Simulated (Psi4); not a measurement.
# U-wB97X-V/def2-SVPD run of [C4H2]+ (SMILES C#C[C]=[CH+])

What is the vertical doublet–quartet gap of [C4H2]+ at U-wB97X-V/def2-SVPD? 

The results are computed with Psi4 1.11.

2 further runs of the same task are left out: 2 that didn't finish.

## 1. The molecule

[C4H2]+: 6 atoms, total charge +1, spin state doublet. As SMILES, `C#C[C]=[CH+]`. Geometry: relaxed at GFN2-xTB.

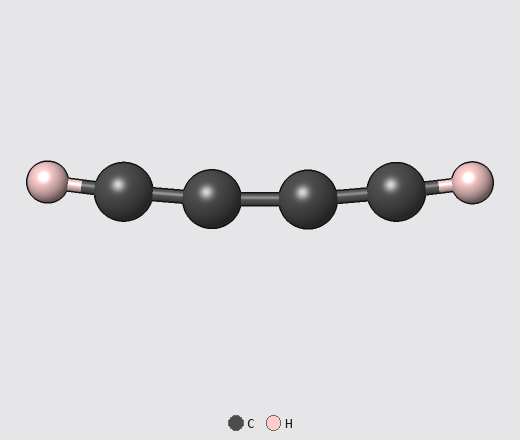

The structure, seen from a chosen angle (carbon dark grey, hydrogen pink).

## 2. The energy at U-wB97X-V/def2-SVPD

Input file input.dat:

```
memory 1.6 GB

molecule m {
  1 2
  C      1.819810    -0.389410    -0.346970
  C      0.639370    -0.067610    -0.212330
  C     -0.643770     0.212280     0.021650
  C     -1.821170     0.395140     0.330330
  H      2.840800    -0.682740    -0.418180
  H     -2.835040     0.532340     0.625480
  symmetry c1
  no_reorient
  no_com
}

set {
  basis def2-SVPD
  reference uks
  puream true
  e_convergence 1e-09
  d_convergence 1e-08
  scf_type pk
  dft_radial_points 99
  dft_spherical_points 590
  maxiter 200
}

energy_value, wavefunction = energy("wb97x-v", return_wfn=True)
```

Command:

```
$ psi4 -n 1 input.dat output.dat
```

output.dat, cut to the lines that bear on the results:

```text
[...]
  Running in c1 symmetry.
[...]
  Nuclear repulsion =   77.020939584956309
[...]
  Multiplicity = 2
[...]
  Nalpha       = 13
  Nbeta        = 12
[...]
    Number of basis functions: 96
[...]
   @UKS iter   1:  -152.92547422128956   -6.57817e-01   2.15428e-03 ADIIS/DIIS
[...]
   @UKS iter  14:  -152.95233742874015   -1.14539e-11   6.73713e-09 DIIS
[...]
   @S^2 Observed:                7.864926539E-01
[...]
    Orbital Energies [Eh]
    ---------------------
    Alpha Occupied:
       1A    -10.610433     2A    -10.610382     3A    -10.596642
       4A    -10.595883     5A     -1.211489     6A     -1.154287
       7A     -1.024036     8A     -0.907582     9A     -0.889999
      10A     -0.750600    11A     -0.736195    12A     -0.646918
      13A     -0.625310
    Alpha Virtual:
      14A     -0.223002    15A     -0.208588    16A     -0.078090
      17A     -0.052331    18A     -0.033777    19A     -0.029114
      20A     -0.015488    21A     -0.007451    22A      0.062523
      23A      0.077153    24A      0.084848    25A      0.084906
[...]
  @UKS Final Energy:  -152.95233742874015
   => Energetics <=
    Nuclear Repulsion Energy =             77.0209395849563094
    One-Electron Energy =                -349.8532916248987021
    Two-Electron Energy =                 134.9943862578935807
    DFT Exchange-Correlation Energy =     -15.2167706132330451
    Empirical Dispersion Energy =           0.0000000000000000
    VV10 Nonlocal Energy =                  0.1023989665417145
    Total Energy =                       -152.9523374287401509
[...]
 Multipole Moments:
 ------------------------------------------------------------------------------------
     Multipole            Electronic (a.u.)      Nuclear  (a.u.)        Total (a.u.)
 ------------------------------------------------------------------------------------
 L = 1.  Multiply by 2.5417464519 to convert [e a0] to [Debye]
 Dipole X            :          0.0548608           -0.0544241            0.0004367
 Dipole Y            :         -1.4334111            1.4210740           -0.0123370
 Dipole Z            :          1.9763076           -1.9589279            0.0173797
 Magnitude           :                                                    0.0213177
[...]
```

Run time: 86 s. Hardware: 1 thread of Intel Xeon Platinum 8488C (Sapphire Rapids), shared host; peak memory 0.89 GiB.

## 3. The quartet at the same level

Input file input.in:

```
memory 1.6 GB

molecule system {
  1 4
  C      1.819810    -0.389410    -0.346970
  C      0.639370    -0.067610    -0.212330
  C     -0.643770     0.212280     0.021650
  C     -1.821170     0.395140     0.330330
  H      2.840800    -0.682740    -0.418180
  H     -2.835040     0.532340     0.625480
  units angstrom
  symmetry c1
  no_reorient
  no_com
}

set {
  basis def2-SVPD
  reference uks
  puream true
  e_convergence 1e-09
  d_convergence 1e-08
  scf_type pk
  dft_radial_points 99
  dft_spherical_points 590
  maxiter 200
}

e_tot, wfn = energy('wb97x-v', return_wfn=True)
```

Command:

```
$ psi4 -i input.in -o input.out -n 1
```

input.out, cut to the lines that bear on the results:

```text
[...]
  Running in c1 symmetry.
[...]
  Nuclear repulsion =   77.020939584956309
[...]
  Multiplicity = 4
[...]
  Nalpha       = 14
  Nbeta        = 11
[...]
    Number of basis functions: 96
[...]
   @UKS iter   1:  -152.77681654268130   -5.09160e-01   1.99464e-03 ADIIS/DIIS
[...]
   @UKS iter  39:  -152.80709037390386   -6.17320e-11   4.08549e-09 DIIS
[...]
   @S^2 Observed:                3.800571967E+00
[...]
    Orbital Energies [Eh]
    ---------------------
    Alpha Occupied:
       1A    -10.610450     2A    -10.610412     3A    -10.601880
       4A    -10.601059     5A     -1.230109     6A     -1.184805
       7A     -1.029396     8A     -0.913501     9A     -0.894726
      10A     -0.775263    11A     -0.758475    12A     -0.688509
      13A     -0.662894    14A     -0.468379
    Alpha Virtual:
      15A     -0.227067    16A     -0.079501    17A     -0.061830
      18A     -0.052067    19A     -0.035326    20A     -0.032221
      21A     -0.011685    22A      0.058396    23A      0.070791
      24A      0.081852    25A      0.081921    26A      0.089092
[...]
  @UKS Final Energy:  -152.80709037390386
   => Energetics <=
    Nuclear Repulsion Energy =             77.0209395849563094
    One-Electron Energy =                -349.6168240192969279
    Two-Electron Energy =                 134.9311331463459567
    DFT Exchange-Correlation Energy =     -15.2447371874550957
    Empirical Dispersion Energy =           0.0000000000000000
    VV10 Nonlocal Energy =                  0.1023981015459087
    Total Energy =                       -152.8070903739038613
[...]
 Multipole Moments:
 ------------------------------------------------------------------------------------
     Multipole            Electronic (a.u.)      Nuclear  (a.u.)        Total (a.u.)
 ------------------------------------------------------------------------------------
 L = 1.  Multiply by 2.5417464519 to convert [e a0] to [Debye]
 Dipole X            :          0.0587669           -0.0544241            0.0043428
 Dipole Y            :         -1.4224380            1.4210740           -0.0013640
 Dipole Z            :          1.9860015           -1.9589279            0.0270736
 Magnitude           :                                                    0.0274536
[...]
```

It took 3.6 min on 1 thread of Intel Xeon Platinum 8488C (Sapphire Rapids), shared host; peak memory 0.88 GiB.

## 4. Summary of results

Level: U-wB97X-V/def2-SVPD.

```
                                        quantity          value
                           doublet: total energy  -152.95234 Eh
     doublet: HOMO energy (highest over α and β)      -16.74 eV
      doublet: LUMO energy (lowest over α and β)       -9.96 eV
                                   doublet: ⟨S²⟩          0.786
                           quartet: total energy  -152.80709 Eh
     quartet: HOMO energy (highest over α and β)      -12.75 eV
      quartet: LUMO energy (lowest over α and β)       -9.97 eV
                                   quartet: ⟨S²⟩          3.801
vertical energy of the quartet above the doublet       3.952 eV
```

At this shape the quartet lies 3.95 eV (381 kJ/mol) above the doublet.
